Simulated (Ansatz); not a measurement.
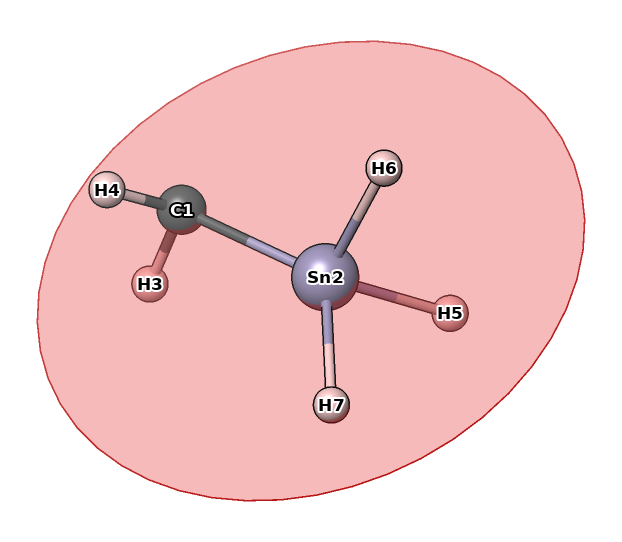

A disc through the centre of mass is drawn in. Depth is shown by fading: the farther an atom, the more it takes the colour of the background. State: charge −1, singlet. The geometry was computed by an optimisation with PBE-D4/def2-SVPD. No frequency run is at hand to confirm it as a minimum.

> Is the plane of the disc a mirror plane of the structure?

Yes. The reflection leaves C1, Sn2, H7 in place and moves H3 ↔ H4; H5 ↔ H6. The point group is Cs.
